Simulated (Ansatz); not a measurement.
# One shape, several levels: BH2F (SMILES [H]B([H])F)

Aim: a comparison of 6 runs (BHLYP/STO-3G, SVWN5/STO-3G, r2SCAN0/STO-3G, revPBE/STO-3G, UMP2/STO-3G, CCSDTQ/STO-3G) of BH2F. 

The results are computed with Ansatz 0.2.0.

56 further runs of the same task are left out: 2 that didn't finish, 54 set aside as unsound or not needed.

## 1. The structure to begin with

The species is BH2F (4 atoms), meant as a singlet with charge 0. SMILES: `[H]B([H])F`. The F4–B1 distance was set to 2.611 Å, away from the relaxed value. At this shape a bond of the SMILES string is far longer than usual.

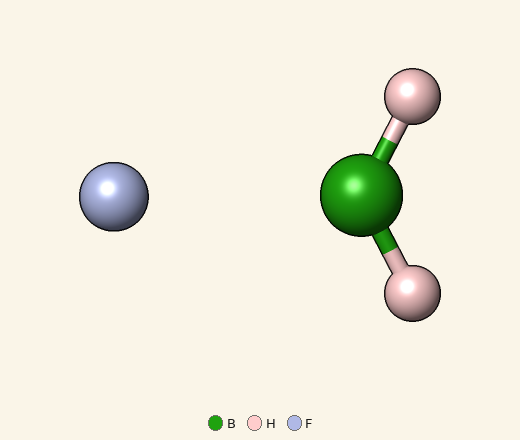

The structure, seen from a chosen angle (boron green, hydrogen pink, fluorine light blue).

## 2. A single-point energy at BHLYP/STO-3G (run 1)

Contents of run.yaml:

```yaml
crystal:
  periodic: [false, false, false]
  atoms:
    - {symbol: B, position_ang: [0.710094, 1.163758, -0.002030]}
    - {symbol: H, position_ang: [1.878524, 1.080588, 0.013000]}
    - {symbol: H, position_ang: [0.101834, 2.164738, -0.022080]}
    - {symbol: F, position_ang: [-0.650140, -1.065400, 0.003230]}
basis:
  gaussian:
    orbitals: STO-3G
hamiltonian:
  xc: {name: BHLYP}
accuracy: high
```

Command:

```sh
$ ansatz run run.yaml --threads 1 --pin off --max-ram 2610MiB --events-out events.jsonl --progress --plain --runs-dir runs
```

The program printed:

```text
Warning: RAYON_NUM_THREADS=1 ignored (pool sized by the plan → 1); use --threads N
Functional definition: BHLYP
  name "BHLYP"
  parameter a = 0.5
  exchange = (1 - a)*b88_x + a*exact_x
  correlation = lyp_c
178 factors; integrals over basis functions are off by at most 2.8e-8 eV
mean field evaluation 1: about -3359.9564 eV, gradient 1.9e1 eV
mean field evaluation 2: about -3237.4365 eV, gradient 7.2e1 eV
mean field evaluation 4: about -3364.1720 eV, gradient 2.1e1 eV
mean field evaluation 8: about -3365.3168 eV, gradient 1.9e1 eV
mean field evaluation 16: about -3368.2337 eV, gradient 1.8e-8 eV
mean field -3368.23372129 eV, -123.7803061865 hartree, gradient 2.1e-8 eV, S^2 0.000000; 0 other end points of the search recorded, 0 dependent functions left out
reference -3368.23373590 eV, -123.7803067235 hartree; 8, 8 occupied and 4, 4 virtual orbitals, 178 factors
Total energy: -3368.23373590 eV, -123.7803067235 hartree
```

Run time: 0.38 s. Hardware: 1 thread of Intel Xeon Platinum 8488C (Sapphire Rapids), shared host.

## 3. A single-point energy at SVWN5/STO-3G (run 2)

Contents of input.yaml:

```yaml
crystal:
  periodic: [false, false, false]
  atoms:
    - {symbol: B, position_ang: [0.710094, 1.163758, -0.002030]}
    - {symbol: H, position_ang: [1.878524, 1.080588, 0.013000]}
    - {symbol: H, position_ang: [0.101834, 2.164738, -0.022080]}
    - {symbol: F, position_ang: [-0.650140, -1.065400, 0.003230]}
basis:
  gaussian: {orbitals: STO-3G}
hamiltonian: {xc: {name: SVWN5}}
accuracy: high
```

Command:

```sh
$ ansatz run input.yaml --threads 1 --pin off --max-ram 2610MiB --events-out events.jsonl --progress --plain --runs-dir runs
```

The program printed:

```text
Warning: RAYON_NUM_THREADS=1 ignored (pool sized by the plan → 1); use --threads N
Functional definition: SVWN5
  name "SVWN5"
  exchange = slater_x
  correlation = vwn5_c
178 factors; integrals over basis functions are off by at most 2.8e-8 eV
mean field evaluation 1: about -3337.5946 eV, gradient 2.8e1 eV
mean field evaluation 2: about -2972.6674 eV, gradient 5.5e1 eV
mean field evaluation 4: about -3331.0221 eV, gradient 1.7e1 eV
mean field evaluation 8: about -3343.7700 eV, gradient 1.2e0 eV
mean field evaluation 16: about -3343.7350 eV, gradient 2.9e-8 eV
mean field evaluation 32: about -3343.2612 eV, gradient 3.5e0 eV
mean field -3343.73503619 eV, -122.8799961149 hartree, gradient 2.9e-8 eV, S^2 0.000000; 2 other end points of the search recorded, 0 dependent functions left out
reference -3343.73503754 eV, -122.8799961644 hartree; 8, 8 occupied and 4, 4 virtual orbitals, 178 factors
Total energy: -3343.73503754 eV, -122.8799961644 hartree
```

Wall time 0.28 s (1 thread of Intel Xeon Platinum 8488C (Sapphire Rapids), shared host).

## 4. A single-point energy at r2SCAN0/STO-3G (run 3)

input.yaml, as its differences from that of step 3:

```diff
@@ -9,3 +9,3 @@
   gaussian: {orbitals: STO-3G}
-hamiltonian: {xc: {name: SVWN5}}
+hamiltonian: {xc: {name: r2SCAN0}}
 accuracy: high
```

Command:

```sh
$ ansatz run input.yaml --threads 1 --pin off --max-ram 2610MiB --events-out events.jsonl --progress --plain --runs-dir runs
```

The program printed:

```text
Warning: RAYON_NUM_THREADS=1 ignored (pool sized by the plan → 1); use --threads N
Functional definition: r2SCAN0
  name "r2SCAN0"
  parameter a = 0.25
  parameter k0 = 0.174
  parameter k1 = 0.065
  parameter a1 = 4.9479
  exchange = (1 - a)*r2scan_x(k0 = k0, k1 = k1, a1 = a1) + a*exact_x
  correlation = r2scan_c
178 factors; integrals over basis functions are off by at most 2.8e-8 eV
mean field evaluation 1: about -3360.1287 eV, gradient 2.1e1 eV
mean field evaluation 2: about -3000.2602 eV, gradient 7.0e1 eV
mean field evaluation 4: about -3360.2293 eV, gradient 1.9e1 eV
mean field evaluation 8: about -3360.1948 eV, gradient 1.9e1 eV
mean field evaluation 16: about -3368.2367 eV, gradient 1.4e-8 eV
mean field -3368.23673657 eV, -123.7804169961 hartree, gradient 1.4e-8 eV, S^2 0.000000; 0 other end points of the search recorded, 0 dependent functions left out
reference -3368.23673680 eV, -123.7804170044 hartree; 8, 8 occupied and 4, 4 virtual orbitals, 178 factors
Total energy: -3368.23673680 eV, -123.7804170044 hartree
```

It took 0.87 s on 1 thread of Intel Xeon Platinum 8488C (Sapphire Rapids), shared host; peak memory 0.13 GiB.

Runs 4 to 5 aren't shown in full; the table further down has their settings and results.

## 5. The energy at CCSDTQ/STO-3G (run 6)

Contents of molecule.yaml:

```yaml
crystal:
  periodic: [false, false, false]
  atoms:
    - {symbol: B, position_ang: [0.710094, 1.163758, -0.002030]}
    - {symbol: H, position_ang: [1.878524, 1.080588, 0.013000]}
    - {symbol: H, position_ang: [0.101834, 2.164738, -0.022080]}
    - {symbol: F, position_ang: [-0.650140, -1.065400, 0.003230]}
basis:
  gaussian: {orbitals: STO-3G}
correlation: {method: ccsdtq, frozen_orbitals: {B: 1, F: 1, H: 0}}
accuracy: high
scf: {omitted_lower_state_checks: [cluster_reference, increment]}
```

Command:

```sh
$ ansatz run molecule.yaml --threads 1 --pin off --max-ram 2610MiB --events-out events.jsonl --progress --plain --runs-dir runs
```

The program printed:

```text
Warning: RAYON_NUM_THREADS=1 ignored (pool sized by the plan → 1); use --threads N
[... 12 lines left out ...]
2 core orbitals not correlated: weight in the atoms' cores, before any rotation towards them, 1.000 or more for the frozen orbitals, at most 0.000 for the correlated occupied ones
[... 69 lines left out ...]
WARN: these amplitudes may be one of several solutions (largest doubles amplitude 0.69, level shift 12.38 eV)
Total energy: -3359.12609165 eV, -123.4456069708 hartree
Checks for a lower state left out: cluster_reference, increment
```

Run time: 2.5 s. Hardware: 1 thread of Intel Xeon Platinum 8488C (Sapphire Rapids), shared host.

## 6. The series

```
run           level  frozen core orbitals  energy (Eh)  wall time
  1    BHLYP/STO-3G                     –  -123.780307     0.38 s
  2    SVWN5/STO-3G                     –  -122.879996     0.28 s
  3  r2SCAN0/STO-3G                     –  -123.780417     0.87 s
  4   revPBE/STO-3G                     –  -123.838555     0.44 s
  5     UMP2/STO-3G                     2  -123.424070     0.18 s
  6   CCSDTQ/STO-3G                     2  -123.445607      2.5 s
```

## 7. Summary of results

| quantity | value |
| --- | --- |
| run 6: total energy | -123.44561 Eh |
| run 6: correlation energy (2 core orbitals frozen) | -224.5 mEh |
| run 6: T1 diagnostic | 0.039 |

Totals of different functionals can't be ranked against each other. In run 6 the log says that unrestricted orbitals would lower the reference, so the values rest on an unstable closed-shell determinant (other closed-shell runs at this shape may share the fault). In runs 1, 2, 3, 4, 5, 6 the basis is minimal, so the values are rough. Spin contamination of the reference: run 5 ⟨S²⟩ = 0.97. Where it is this large, the reference is a mixture of spin states, and values that rest on it are in doubt. All runs together took 4.6 s, the longest 2.5 s.
